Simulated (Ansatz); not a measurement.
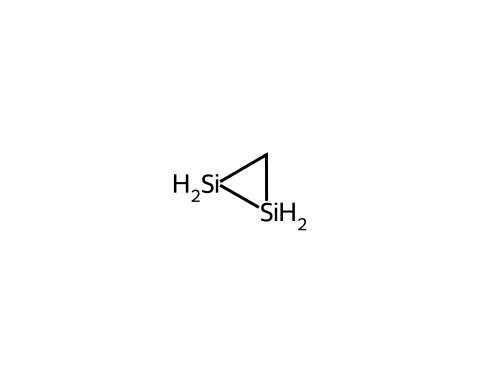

Write the SMILES.

C1[SiH2][SiH2]1

What is the molecular formula?

CH6Si2.

An optimisation with PBE0-D4/def2-TZVP gave a structure of which point group?

C2v.

The parts below concern this one geometry. Atoms keep their numbers from picture to picture. Computed geometry: PBE0-D4/def2-TZVP optimisation.

## Shape

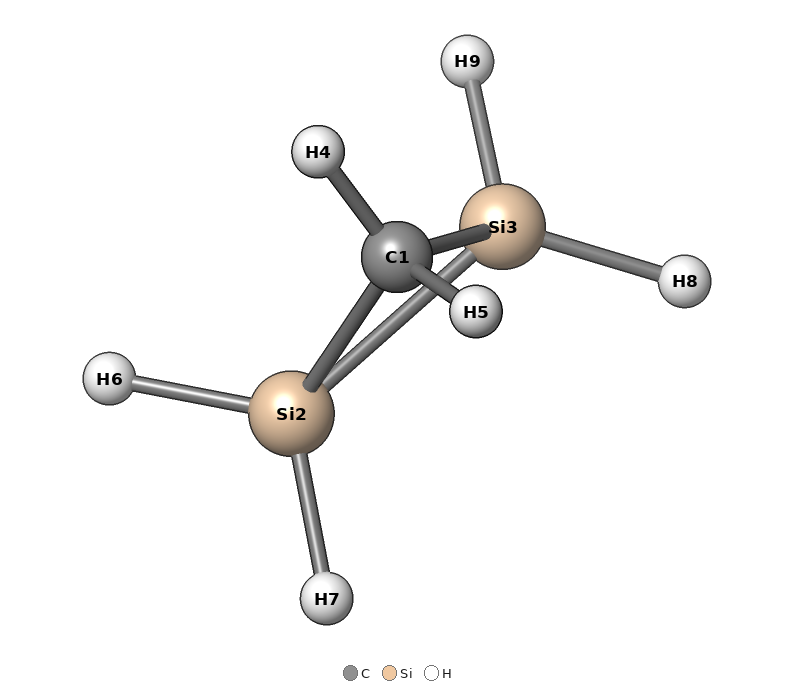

Numbered structure.

Which bond is the longest?

Si2–Si3, 2.247 Å.

## Charges

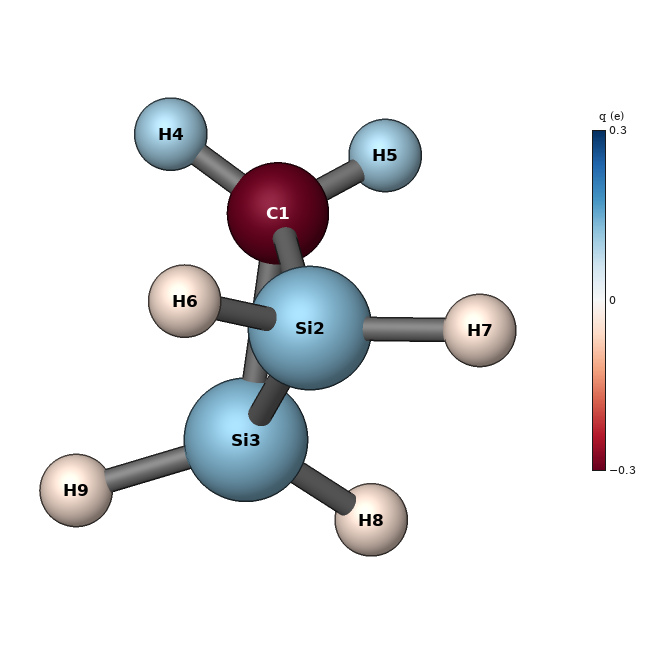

Atoms are coloured by their Mulliken charges. Method: RKS PBE-D4/def2-TZVPP (Ansatz 0.2.0).

Give the Mulliken charges atom by atom.

| atom | value (e) |
| --- | --- |
| C1 | −0.29 |
| Si2 | 0.13 |
| Si3 | 0.13 |
| H4 | 0.10 |
| H5 | 0.10 |
| H6 | −0.04 |
| H7 | −0.04 |
| H8 | −0.04 |
| H9 | −0.04 |

## Levels of theory compared

Program: Ansatz 0.2.0.

Compare dipole (D) at these levels: B3LYP-D4/def2-TZVPP; PBE-D4/def2-TZVPP; PBE0-D4/def2-TZVP; r2SCAN-D4/def2-TZVPP; ωB97M-V/def2-TZVPP.

```
               level  dipole (D)
 B3LYP-D4/def2-TZVPP        0.39
   PBE-D4/def2-TZVPP        0.52
   PBE0-D4/def2-TZVP        0.46
r2SCAN-D4/def2-TZVPP        0.51
  ωB97M-V/def2-TZVPP        0.35
```

## Vibrations

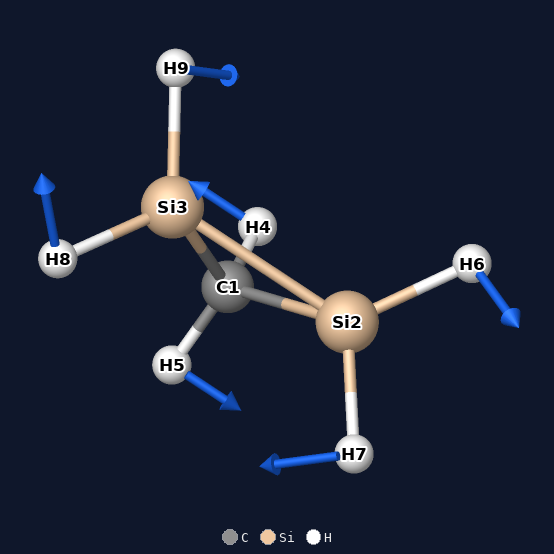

The arrows show one normal mode. Harmonic vibrations computed with RKS PBE0-D4/def2-TZVP (Ansatz 0.2.0) at a stationary point of the same level.

Describe the motion.

Mostly angle bending.

At what wavenumber does it lie?

388 cm⁻¹; it is mode 2 of 21 counted from the lowest.

Mulliken values depend strongly on the basis set and can even reverse the polarity of a bond.
